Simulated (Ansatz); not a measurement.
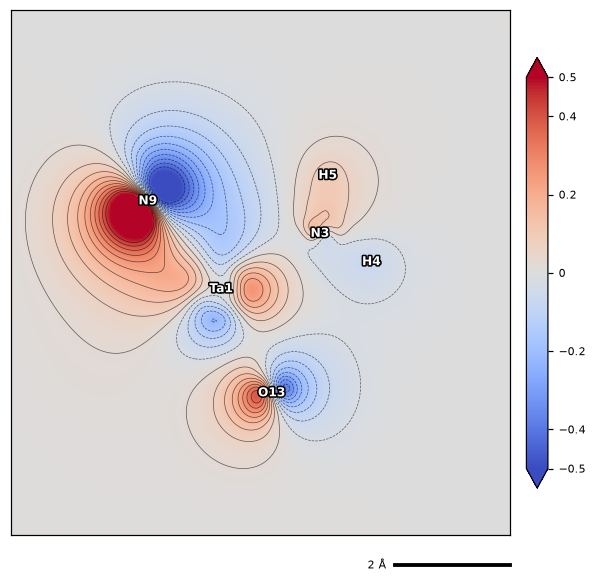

Figure 1: FH7N3OTa···HF. The HOMO−1 on the plane of atoms H4, N3 and H5 (values in Å⁻³ᐟ²; the overall sign is arbitrary).

Core potentials replace the inner electrons of Ta.

All numbers below come from RKS PBE/def2-SVP (Ansatz 0.2.0).

```yaml
atoms:
  - { symbol: Ta, position_ang: [-0.5015, -0.1224, 0.2734] }
  - { symbol: F, position_ang: [2.7393, -1.2098, -0.2757] }
  - { symbol: N, position_ang: [0.4116, 0.6142, 1.8668] }
  - { symbol: H, position_ang: [1.1212, 0.0812, 2.3806] }
  - { symbol: H, position_ang: [0.2750, 1.5407, 2.2791] }
  - { symbol: N, position_ang: [0.5593, 0.4053, -1.3152] }
  - { symbol: H, position_ang: [0.2492, 0.4973, -2.2874] }
  - { symbol: H, position_ang: [1.5700, 0.1878, -1.2700] }
  - { symbol: N, position_ang: [-1.8599, 1.3171, -0.0658] }
  - { symbol: H, position_ang: [-2.8687, 1.2242, 0.0971] }
  - { symbol: H, position_ang: [-1.6617, 2.2249, -0.5033] }
  - { symbol: F, position_ang: [-2.1046, -1.1709, 0.5317] }
  - { symbol: O, position_ang: [0.4284, -1.9109, 0.4197] }
  - { symbol: H, position_ang: [0.0844, -2.7807, 0.6856] }
  - { symbol: H, position_ang: [1.9137, -1.6677, -0.0266] }
```

Describe this orbital and give its energy.

Answer. By Hirshfeld shares it lies mainly on N9 (about 60 %), Ta1 (about 15 %) and N3 (about 5 %). Its energy is −6.24 eV.
